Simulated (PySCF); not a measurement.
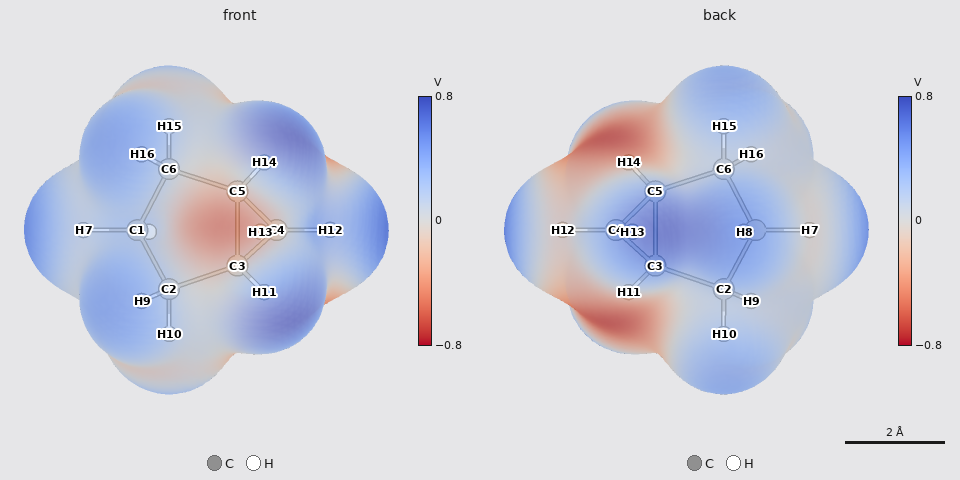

*C6H10. The molecular electrostatic potential painted on the density surface at 0.002 e/bohr³, seen from the front and from behind; the colour scale runs from red (negative) to blue (positive).*

Geometry: PBE0-D3(BJ)/def2-SVP.

These are results of WP04/pcSseg-1, SCF density, in a chloroform solvent model, non-relativistic (PySCF), not measurements.

```xyz
16

C     1.3079    0.0289    0.4360
C     0.5502   -1.2606    0.0871
C    -0.8397   -0.7961   -0.3008
C    -1.5095    0.2130    0.5868
C    -0.7612    0.6736   -0.6309
C     0.6773    1.1157   -0.4472
H     2.3941   -0.0626    0.2872
H     1.1624    0.2758    1.4995
H     1.0151   -1.7573   -0.7814
H     0.5546   -1.9878    0.9156
H    -1.4716   -1.4703   -0.8855
H    -2.6003    0.2622    0.5456
H    -1.0962    0.4138    1.5802
H    -1.3349    1.0942   -1.4614
H     0.7744    2.1223   -0.0084
H     1.1698    1.1443   -1.4340
```

> Which sites attract a positive test charge, and which a negative one?

A positive charge is drawn to the negative regions and a negative charge to the positive ones. The most negative region (about −0.6 V, or −14 kcal/mol for a unit charge) lies over C3, C4 and C5, the most positive (about +0.6 V, or +14 kcal/mol for a unit charge) over the H atoms.
